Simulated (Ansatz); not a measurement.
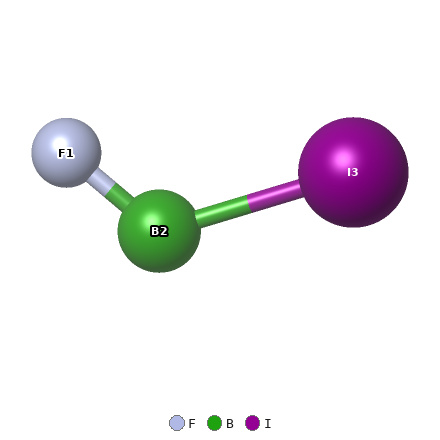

The system is BFI, SMILES F[B]I, spin multiplicity 2; the picture shows the reference structure. First axis: angle F1–B2–I3. Second axis: change of the bonds B2–F1, B2–I3, all alike. Nothing is relaxed (all other coordinates rigid). The scan uses a 15 × 15 grid. Points are written as (first, second). Energies: kJ/mol, counted from the lowest grid point. The calculation used UHF/def2-TZVP in Ansatz 0.2.0.

Its coordinates:

```xyz
3

F    -0.4446    1.3051   -0.0984
B    -0.5321    0.0428   -0.2860
I     0.9767   -1.3479    0.3844
```

Range: angle F1–B2–I3 from 77.8 to 167.8°; change of the bonds B2–F1, B2–I3, all alike from −0.189 to 0.292 Å.

**What landscape does the calculation give?**

The lowest grid point is at (122.8°, 0.017 Å). It is the only kind of minimum in the scanned range. The highest grid point, (77.8°, −0.189 Å), lies 590 kJ/mol above the lowest. Round the minimum the two coordinates are weakly coupled (coupling 0.11 in units of the two stiffnesses).

```csv
"second ↓, first →",77.8,84.3,90.7,97.1,103.6,110.0,116.4,122.8,129.3,135.7,142.1,148.6,155.0,161.4,167.8
0.292,281,242,215,195,182,174,171,172,176,184,194,208,223,240,258
0.258,264,221,190,168,154,145,142,142,147,155,166,180,197,216,236
0.223,248,201,166,142,126,117,113,113,118,126,138,153,171,191,213
0.189,235,183,145,119,101,91,86,86,91,99,112,128,147,168,192
0.155,225,168,127,98,79,67,62,61,66,75,88,104,124,147,172
0.120,219,157,112,80,59,46,40,39,43,52,65,82,103,127,154
0.086,218,151,102,67,44,29,22,21,25,34,47,65,86,111,139
0.052,224,151,97,60,34,18,9,8,11,20,33,51,73,99,128
0.017,238,158,100,59,30,12,3,0,3,12,25,43,65,92,122
−0.017,260,174,111,66,35,15,4,0,3,11,24,42,65,92,122
−0.052,295,201,133,84,49,27,14,9,11,19,32,51,73,100,131
−0.086,342,241,167,113,75,51,36,30,31,38,51,69,92,119,150
−0.120,404,296,215,156,115,88,71,63,63,70,82,100,123,150,181
−0.155,487,371,283,219,174,143,124,114,113,119,131,148,171,198,229
−0.189,590,466,371,301,251,217,195,184,181,186,197,214,236,263,294
```

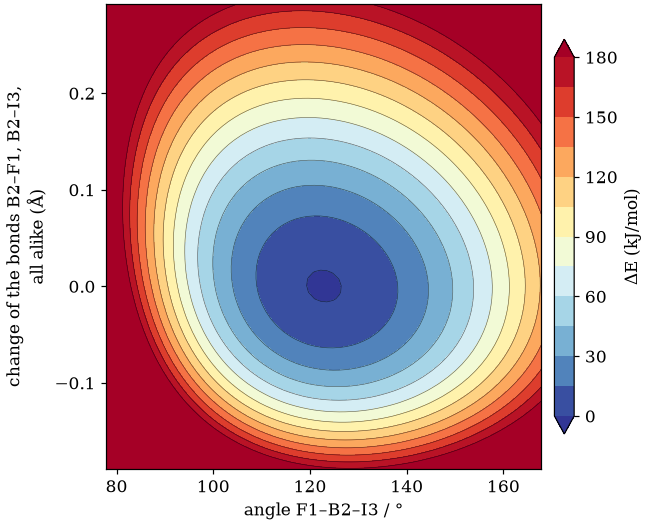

In the figure: filled contours, one colour for all values above the top of the scale. Between grid points the surface is interpolated.

Each point was launched as `ansatz run input.yaml --threads 1 --pin off --max-ram 2560MiB --backend cpu --events-out ev --progress --plain --runs-dir out`. The whole map (225 points run) took 8 min on 1 thread of Intel(R) Xeon(R) 6975P-C (Granite Rapids), on a shared host.
